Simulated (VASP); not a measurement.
Band structure of Er (hcp). All values below come from revTPSS meta-GGA, VASP's PBE PAW potentials (set 64) (plane waves; VASP).

The 4f electrons are frozen in the core of the lanthanide potential, so 4f levels, which can set the real gap, and their magnetism are missing.

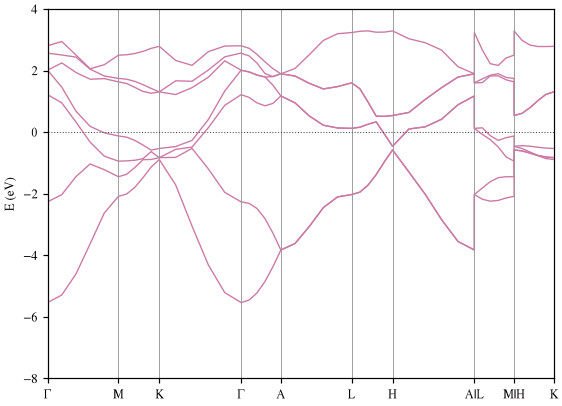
Fig. 1. Bands along high-symmetry lines, zero at the valence-band maximum or, without a gap, the Fermi level

**Question.** Read the plot: is there a gap, and where are the band edges?

**Answer.** It has no gap at this level: it comes out as a metal or semimetal.

The compound is Er in the hcp structure. It was relaxed first.
